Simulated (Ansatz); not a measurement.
CH$_{8}$Si$_{2}$: geometry relaxation

System: CH$_{8}$Si$_{2}$.
Method: RHF/def2-SVP (Ansatz 0.2.0).

It belongs to a series of runs on one base structure; here: end point B relaxed.

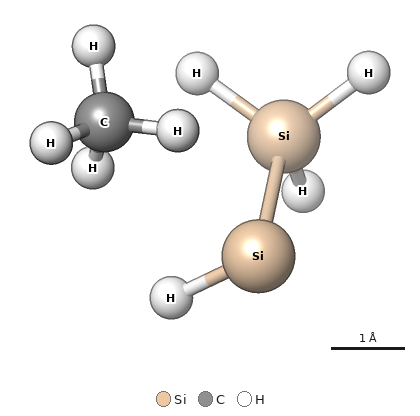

The input geometry (ball-and-stick view, seen at a tilt). Bond lengths as drawn: C–H 1.09 to 1.10 Å, H–Si 1.49 to 1.52 Å and Si–Si 2.42 Å.

**Input file**
```yaml
crystal:
  periodic: [false, false, false]
  atoms:
    - { symbol: Si, position_ang: [-0.168881, -0.504543, -0.902231] }
    - { symbol: C, position_ang: [1.418046, 0.081094, 1.67146] }
    - { symbol: H, position_ang: [0.353563, -0.15354, 1.629471] }
    - { symbol: H, position_ang: [1.90127, -0.660201, 2.307853] }
    - { symbol: H, position_ang: [1.535483, 1.076856, 2.097618] }
    - { symbol: H, position_ang: [1.896573, 0.0503, 0.681441] }
    - { symbol: Si, position_ang: [-1.078424, 1.734348, -0.817165] }
    - { symbol: H, position_ang: [-2.482385, 1.650665, -1.309931] }
    - { symbol: H, position_ang: [-1.102285, 2.291255, 0.560399] }
    - { symbol: H, position_ang: [-0.333473, 2.682165, -1.684851] }
    - { symbol: H, position_ang: [-1.220789, -0.999798, 0.069937] }
basis:
  gaussian: { orbitals: def2-SVP }
hamiltonian:
  xc: hf
relax:
  f_tol: 0.03
  max_steps: 50
output:
  orbitals: {}
```

Run on 1 thread of Arm Neoverse V1, 24 GiB of memory available, shared host.

Command:
```bash
ansatz run input.yaml --threads 1 --pin off --max-ram 2048MiB --backend cpu --events-out ev --progress --plain --runs-dir out
```

**Log**
```
The last accepted step is kept in [file] (removed where the run ends without a failure and the disk answers)
Engine: ansatz 0.2.0, aarch64-unknown-linux-gnu
Functional definition: HF
  exchange = exact_x
  correlation = 0
951 factors; integrals over basis functions are off by at most 3.2e-4 eV
mean field evaluation 1: about -16871.9221 eV, gradient 2.1e1 eV
mean field evaluation 2: about -16871.9517 eV, gradient 2.1e1 eV
mean field evaluation 4: about -16873.6993 eV, gradient 2.3e0 eV
mean field evaluation 8: about -16873.7295 eV, gradient 9.2e-2 eV
mean field -16873.72963436 eV, -620.0981266378 hartree, gradient 1.2e-5 eV, S^2 0.000000; 0 other end points of the search recorded, 0 dependent functions left out
the calculation of the forces begins
reference -16873.72963436 eV, -620.0981266378 hartree; 21, 21 occupied and 69, 69 virtual orbitals, 951 factors
relax step   1: F+E_penalty+E_count = -16873.72963436 eV  Δ(F+E_penalty+E_count) = +0.000e0 eV  max|allowed force component| = 3.076e-1 eV/Å  Δτ_max = 0.0000 Å  (34 SCF iters, accepted)
these checks for a lower state are left out or cut short: starts, cluster_reference, orbital_swaps, neighbouring_geometries, increment
951 factors; integrals over basis functions are off by at most 3.2e-4 eV
mean field evaluation 16: about -16873.7787 eV, gradient 3.0e-4 eV
mean field -16873.77869501 eV, -620.0999295835 hartree, gradient 1.3e-5 eV, S^2 0.000000; 0 other end points of the search recorded, 0 dependent functions left out
the calculation of the forces begins
reference -16873.77869501 eV, -620.0999295835 hartree; 21, 21 occupied and 69, 69 virtual orbitals, 951 factors
relax step   2: F+E_penalty+E_count = -16873.77869501 eV  Δ(F+E_penalty+E_count) = -4.906e-2 eV  max|allowed force component| = 9.241e-2 eV/Å  Δτ_max = 0.1918 Å  (32 SCF iters, accepted)
these checks for a lower state are left out or cut short: starts, cluster_reference, orbital_swaps, neighbouring_geometries, increment
951 factors; integrals over basis functions are off by at most 3.2e-4 eV
mean field -16873.79696576 eV, -620.1006010212 hartree, gradient 2.0e-5 eV, S^2 0.000000; 0 other end points of the search recorded, 0 dependent functions left out
the calculation of the forces begins
reference -16873.79696576 eV, -620.1006010212 hartree; 21, 21 occupied and 69, 69 virtual orbitals, 951 factors
relax step   3: F+E_penalty+E_count = -16873.79696576 eV  Δ(F+E_penalty+E_count) = -1.827e-2 eV  max|allowed force component| = 1.232e-1 eV/Å  Δτ_max = 0.1357 Å  (32 SCF iters, accepted)
these checks for a lower state are left out or cut short: starts, cluster_reference, orbital_swaps, neighbouring_geometries, increment
951 factors; integrals over basis functions are off by at most 3.2e-4 eV
mean field evaluation 32: about -16873.8012 eV, gradient 7.2e-6 eV
mean field -16873.80115710 eV, -620.1007550501 hartree, gradient 8.1e-6 eV, S^2 0.000000; 0 other end points of the search recorded, 0 dependent functions left out
the calculation of the forces begins
reference -16873.80115710 eV, -620.1007550501 hartree; 21, 21 occupied and 69, 69 virtual orbitals, 951 factors
relax step   4: F+E_penalty+E_count = -16873.80115710 eV  Δ(F+E_penalty+E_count) = -4.191e-3 eV  max|allowed force component| = 1.122e-1 eV/Å  Δτ_max = 0.0810 Å  (33 SCF iters, accepted)
these checks for a lower state are left out or cut short: starts, cluster_reference, orbital_swaps, neighbouring_geometries, increment
951 factors; integrals over basis functions are off by at most 3.2e-4 eV
mean field -16873.80369743 eV, -620.1008484056 hartree, gradient 7.6e-6 eV, S^2 0.000000; 0 other end points of the search recorded, 0 dependent functions left out
the calculation of the forces begins
reference -16873.80369743 eV, -620.1008484056 hartree; 21, 21 occupied and 69, 69 virtual orbitals, 951 factors
relax step   5: F+E_penalty+E_count = -16873.80369743 eV  Δ(F+E_penalty+E_count) = -2.540e-3 eV  max|allowed force component| = 8.348e-2 eV/Å  Δτ_max = 0.0264 Å  (33 SCF iters, accepted)
these checks for a lower state are left out or cut short: starts, cluster_reference, orbital_swaps, neighbouring_geometries, increment
951 factors; integrals over basis functions are off by at most 3.2e-4 eV
mean field -16873.80501732 eV, -620.1008969106 hartree, gradient 8.6e-6 eV, S^2 0.000000; 0 other end points of the search recorded, 0 dependent functions left out
the calculation of the forces begins
reference -16873.80501732 eV, -620.1008969106 hartree; 21, 21 occupied and 69, 69 virtual orbitals, 951 factors
relax step   6: F+E_penalty+E_count = -16873.80501732 eV  Δ(F+E_penalty+E_count) = -1.320e-3 eV  max|allowed force component| = 3.640e-2 eV/Å  Δτ_max = 0.0623 Å  (34 SCF iters, accepted)
these checks for a lower state are left out or cut short: starts, cluster_reference, orbital_swaps, neighbouring_geometries, increment
951 factors; integrals over basis functions are off by at most 3.2e-4 eV
mean field -16873.80559730 eV, -620.1009182247 hartree, gradient 7.1e-6 eV, S^2 0.000000; 0 other end points of the search recorded, 0 dependent functions left out
the calculation of the forces begins
reference -16873.80559730 eV, -620.1009182247 hartree; 21, 21 occupied and 69, 69 virtual orbitals, 951 factors
relax step   7: F+E_penalty+E_count = -16873.80559730 eV  Δ(F+E_penalty+E_count) = -5.800e-4 eV  max|allowed force component| = 1.185e-2 eV/Å  Δτ_max = 0.0500 Å  (32 SCF iters, accepted)
951 factors; integrals over basis functions are off by at most 3.2e-4 eV
mean field evaluation 64: about -16873.8055 eV, gradient 8.2e-2 eV
```

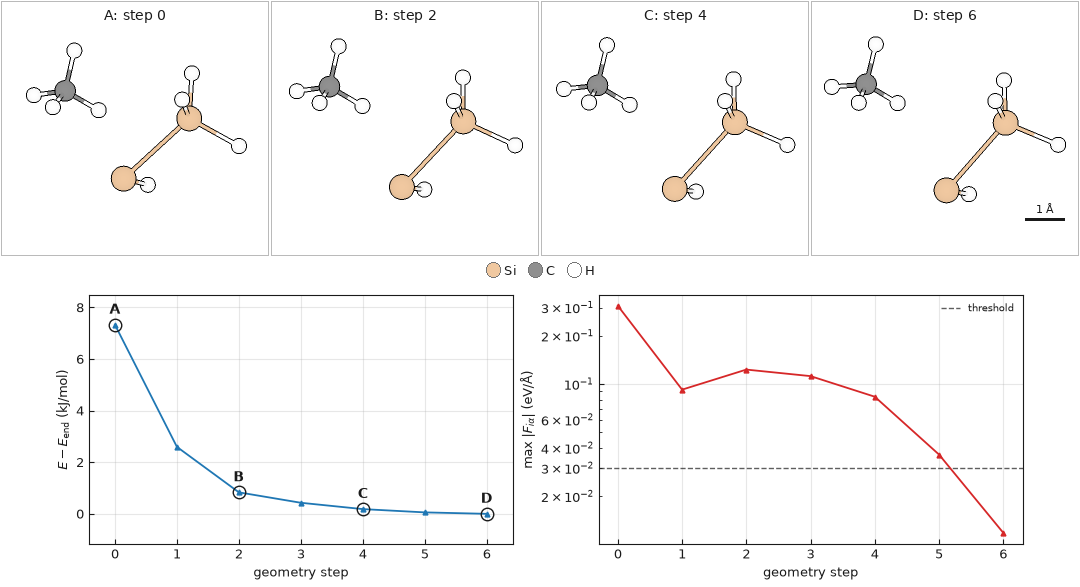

Frames of the relaxation (ball-and-stick view, seen at a tilt) above the curves, on which the letters mark them (the first geometry is step 0 here and step 1 in the log).

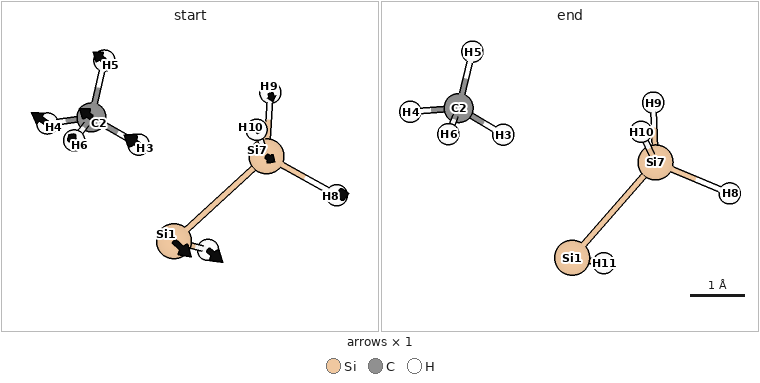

Before (left) and after (right) the relaxation, at one scale (ball-and-stick view, seen at a tilt). The black arrows give the displacements, at true length. The energy falls by 7.33 kJ/mol in 6 geometry steps. The largest force component goes from 0.31 to 0.012 eV/Å. The atom that moves furthest after the best rigid fit is Si1 (0.49 Å). By element the largest moves are Si 0.49 Å, H 0.42 Å, C 0.32 Å. Among the contacts that change: C2–H6 1.100 → 1.091 Å. Among the angles that change: H3–C2–H6 112.6° → 110.4°. (Atoms are counted from 1 in the order of the input.)

```
mean field -16873.80559730 eV, -620.1009182247 hartree, gradient 7.1e-6 eV, S^2 0.000000; 1 other end points of the search recorded, 0 dependent functions left out
the calculation of the forces begins
reference -16873.80559730 eV, -620.1009182247 hartree; 21, 21 occupied and 69, 69 virtual orbitals, 951 factors
Total energy: -16873.80559730 eV, -620.1009182247 hartree
Atom 0 at    -0.505487    -0.536481    -1.251716 Å, force    -0.011852    -0.003308     0.009403 eV/Å
Atom 1 at     1.636325     0.060932     1.911232 Å, force     0.003134     0.000105     0.007161 eV/Å
Atom 2 at     0.587718    -0.232279     1.970169 Å, force    -0.000528    -0.003846    -0.002362 eV/Å
Atom 3 at     2.235196    -0.632091     2.501070 Å, force    -0.002604     0.008597     0.000504 eV/Å
Atom 4 at     1.749519     1.071057     2.303126 Å, force     0.003226    -0.005677     0.001869 eV/Å
Atom 5 at     1.980611     0.034761     0.876554 Å, force     0.000747    -0.001306    -0.005324 eV/Å
Atom 6 at    -1.229170     1.756938    -0.986146 Å, force    -0.002067     0.005298     0.003921 eV/Å
Atom 7 at    -2.631953     1.855875    -1.476450 Å, force     0.003467    -0.000870    -0.001247 eV/Å
Atom 8 at    -1.196554     2.172723     0.440951 Å, force    -0.001496    -0.000469    -0.004903 eV/Å
Atom 9 at    -0.401307     2.711000    -1.766421 Å, force    -0.001428    -0.002220     0.000673 eV/Å
Atom 10 at    -1.506200    -1.013834    -0.218368 Å, force     0.009401     0.003696    -0.009695 eV/Å
Dipole moment:    -0.005360    -0.018807     0.093275 e Å
```

**Trajectory as extended XYZ (Å, eV, eV/Å), 7 frames, from step=1 to step=7**
```
11
Properties=species:S:1:pos:R:3:forces:R:3 step=1 energy=-16873.72963
Si   -0.1689   -0.5045   -0.9022   -0.1741  -0.0894  -0.1705
C     1.4180    0.0811    1.6715    0.2445   0.0035  -0.0421
H     0.3536   -0.1535    1.6295    0.0130   0.0063  -0.0135
H     1.9013   -0.6602    2.3079    0.0158   0.0400  -0.0200
H     1.5355    1.0769    2.0976    0.0235  -0.0215  -0.0153
H     1.8966    0.0503    0.6814   -0.1428   0.0355   0.3076
Si   -1.0784    1.7343   -0.8172   -0.0106   0.0042  -0.0099
H    -2.4824    1.6507   -1.3099    0.0286   0.0318  -0.0255
H    -1.1023    2.2913    0.5604    0.0003  -0.0022   0.0095
H    -0.3335    2.6822   -1.6849   -0.0187   0.0114   0.0061
H    -1.2208   -0.9998    0.0699    0.0205  -0.0196  -0.0261
11
Properties=species:S:1:pos:R:3:forces:R:3 step=2 energy=-16873.77870
Si   -0.3028   -0.5367   -1.0358   -0.0264   0.0466  -0.0392
C     1.4930    0.0822    1.7517    0.0574  -0.0533  -0.0137
H     0.4263   -0.1459    1.7169    0.0208   0.0032  -0.0564
H     1.9838   -0.6723    2.3647    0.0325   0.0526   0.0459
H     1.6225    1.0717    2.1864    0.0400  -0.0053   0.0418
H     1.9477    0.0660    0.7574   -0.0924   0.0088   0.0576
Si   -1.1162    1.7425   -0.8600   -0.0386  -0.0359  -0.0081
H    -2.5196    1.6901   -1.3543   -0.0300   0.0568  -0.0198
H    -1.1257    2.2869    0.5243    0.0052  -0.0736  -0.0062
H    -0.3658    2.6990   -1.7130    0.0201  -0.0346  -0.0078
H    -1.3245   -1.0349   -0.0343    0.0114   0.0348   0.0059
11
Properties=species:S:1:pos:R:3:forces:R:3 step=3 energy=-16873.79697
Si   -0.3899   -0.5421   -1.1397   -0.1232   0.0902   0.0740
C     1.5567    0.0724    1.8209   -0.0320  -0.0525   0.0222
H     0.4953   -0.1834    1.8059    0.0502   0.0042  -0.0503
H     2.0851   -0.6688    2.4198    0.0143   0.0593   0.0282
H     1.6721    1.0641    2.2544    0.0401   0.0004   0.0511
H     1.9797    0.0725    0.8152   -0.0473  -0.0091  -0.0243
Si   -1.1800    1.7423   -0.9207    0.0709  -0.0058  -0.0522
H    -2.5864    1.7829   -1.4158    0.0421   0.0013   0.0249
H    -1.1545    2.2162    0.4919   -0.0121  -0.0417  -0.0742
H    -0.3761    2.6848   -1.7421   -0.0360   0.0202   0.0291
H    -1.3833   -0.9923   -0.0858    0.0329  -0.0665  -0.0284
11
Properties=species:S:1:pos:R:3:forces:R:3 step=4 energy=-16873.80116
Si   -0.4551   -0.5377   -1.1850   -0.0151  -0.0151  -0.0069
C     1.5943    0.0644    1.8636   -0.0466  -0.0451   0.0310
H     0.5365   -0.2077    1.8712    0.0633   0.0074  -0.0213
H     2.1504   -0.6599    2.4595   -0.0110   0.0563  -0.0096
H     1.7068    1.0620    2.2852    0.0219  -0.0002   0.0364
H     1.9878    0.0612    0.8465   -0.0140  -0.0173  -0.0238
Si   -1.2065    1.7573   -0.9669   -0.0644  -0.0089   0.1022
H    -2.6160    1.8359   -1.4546    0.0819  -0.0035   0.0341
H    -1.1692    2.1831    0.4627   -0.0182   0.0116  -0.1122
H    -0.3927    2.7153   -1.7620   -0.0179  -0.0592   0.0278
H    -1.4175   -1.0252   -0.1163    0.0201   0.0741  -0.0577
11
Properties=species:S:1:pos:R:3:forces:R:3 step=5 energy=-16873.80370
Si   -0.4621   -0.5378   -1.2008   -0.0410   0.0052   0.0269
C     1.6023    0.0623    1.8725   -0.0349  -0.0298   0.0236
H     0.5469   -0.2165    1.8865    0.0427   0.0047  -0.0137
H     2.1670   -0.6563    2.4665   -0.0056   0.0370  -0.0065
H     1.7124    1.0608    2.2926    0.0155   0.0003   0.0238
H     1.9879    0.0588    0.8523   -0.0064  -0.0119  -0.0176
Si   -1.2113    1.7547   -0.9678   -0.0291   0.0277   0.0542
H    -2.6193    1.8345   -1.4561    0.0610  -0.0097   0.0191
H    -1.1783    2.1926    0.4570   -0.0068  -0.0162  -0.0835
H    -0.3947    2.7078   -1.7647   -0.0201  -0.0320   0.0186
H    -1.4321   -1.0123   -0.1342    0.0245   0.0249  -0.0449
11
Properties=species:S:1:pos:R:3:forces:R:3 step=6 energy=-16873.80502
Si   -0.4826   -0.5383   -1.2266   -0.0231  -0.0002   0.0149
C     1.6181    0.0635    1.8918   -0.0118  -0.0076   0.0254
H     0.5659   -0.2196    1.9346   -0.0021  -0.0071  -0.0128
H     2.2014   -0.6446    2.4790    0.0051   0.0168   0.0109
H     1.7344    1.0672    2.2979    0.0155   0.0001   0.0153
H     1.9771    0.0484    0.8626    0.0003  -0.0037  -0.0337
Si   -1.2178    1.7548   -0.9760   -0.0169   0.0090   0.0282
H    -2.6233    1.8434   -1.4643    0.0258  -0.0027   0.0045
H    -1.1855    2.1797    0.4501   -0.0020  -0.0047  -0.0364
H    -0.3964    2.7095   -1.7638   -0.0085  -0.0159   0.0080
H    -1.4726   -1.0155   -0.1814    0.0176   0.0160  -0.0244
11
Properties=species:S:1:pos:R:3:forces:R:3 step=7 energy=-16873.80560
Si   -0.5055   -0.5365   -1.2517   -0.0119  -0.0033   0.0094
C     1.6363    0.0609    1.9112    0.0031   0.0001   0.0072
H     0.5877   -0.2323    1.9702   -0.0005  -0.0038  -0.0024
H     2.2352   -0.6321    2.5011   -0.0026   0.0086   0.0005
H     1.7495    1.0711    2.3031    0.0032  -0.0057   0.0019
H     1.9806    0.0348    0.8766    0.0007  -0.0013  -0.0053
Si   -1.2292    1.7569   -0.9861   -0.0021   0.0053   0.0039
H    -2.6320    1.8559   -1.4765    0.0035  -0.0009  -0.0012
H    -1.1966    2.1727    0.4410   -0.0015  -0.0005  -0.0049
H    -0.4013    2.7110   -1.7664   -0.0014  -0.0022   0.0007
H    -1.5062   -1.0138   -0.2184    0.0094   0.0037  -0.0097
```

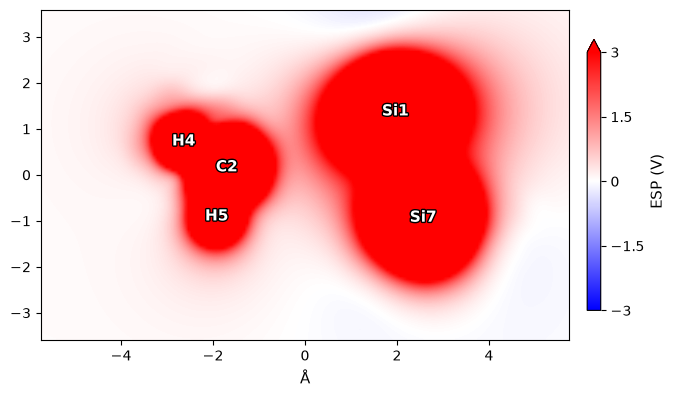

Molecular electrostatic potential on the plane of atoms H4, C2 and H5. Atoms in the plane: Si, C and H. The potential has no marked negative region in this plane.

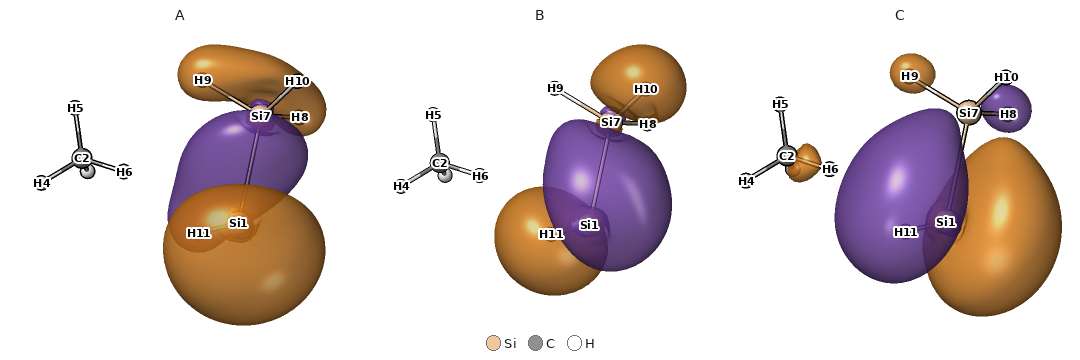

Three frontier orbitals at ±0.08 Å⁻³ᐟ² (orange and purple are the two phases). B is the HOMO−1 (−11.22 eV). It lies mainly on Si1 (45 %), H11 (25 %) and Si7 (20 %). A is the HOMO (−8.68 eV). Its weight (Hirshfeld) is mainly on Si1 (70 %) and Si7 (20 %). C is the LUMO (0.10 eV). It lies mainly on Si1 (75 %) and Si7 (10 %). The HOMO–LUMO gap is 8.78 eV between the orbital energies.

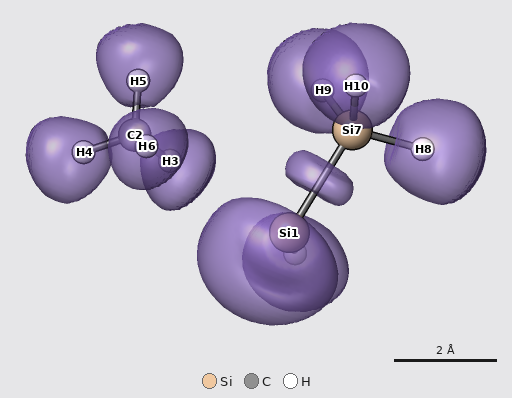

Isosurface of the electron localisation function at 0.9 (purple), seen at a tilt. Only the valence region is drawn (cores and ρ < 0.01 e/Å³ removed). Along the contacts the grid gives the following. C2···Si1 (3.87 Å): the ELF is only about 0 between them (a non-bonded, intermolecular contact). Si–Si (2.42 Å): the ELF peaks at about 1 between the atoms, as expected for localised, shared-pair bonding.

**Key numbers**

| quantity | value |
| --- | --- |
| outcome | converged |
| total energy | −16873.8056 eV |
| mean-field energy | −16873.8056 eV |
| largest force (length of the vector) at the end | 0.015 eV/Å |
| wall time | 12 s |
| peak memory | 0.15 GiB |
